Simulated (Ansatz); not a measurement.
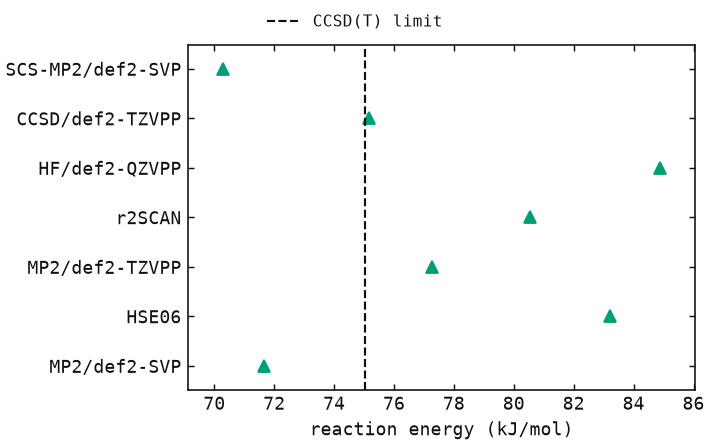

Electronic reaction energy of GaBr₃ ([Br][Ga]([Br])[Br]) + NH₃ (N) → GaNH₂Br₂ ([NH2][Ga]([Br])[Br]) + HBr (Br) (SMILES in brackets) at several levels (functionals in def2-TZVPP unless a basis is named), isolated molecules at PBE0-D4 triple-zeta geometries, minima by their frequencies, no zero-point or thermal terms, the Ansatz code 0.2.0. The line is frozen-core CCSD(T) at the basis limit (MP2 extrapolated from triple and quadruple zeta, plus CCSD(T) less MP2 in a smaller set). The distance of SCS-MP2/def2-SVP, CCSD/def2-TZVPP, MP2/def2-TZVPP and MP2/def2-SVP to the limit includes basis error.

Question: What range do the values span, the line included?

Answer: From 70.3 kJ/mol (SCS-MP2/def2-SVP) to 84.9 kJ/mol (HF/def2-QZVPP).

Question: Which level comes closest to the line (CCSD(T) limit), and which misses most?

Answer: Closest CCSD/def2-TZVPP (75.2 kJ/mol), against 75.0 kJ/mol; farthest HF/def2-QZVPP (84.9 kJ/mol).

Known limits of this run: no scalar relativity up to krypton; outer-core shells are correlated without core-valence functions, which makes the correlated values less sure.
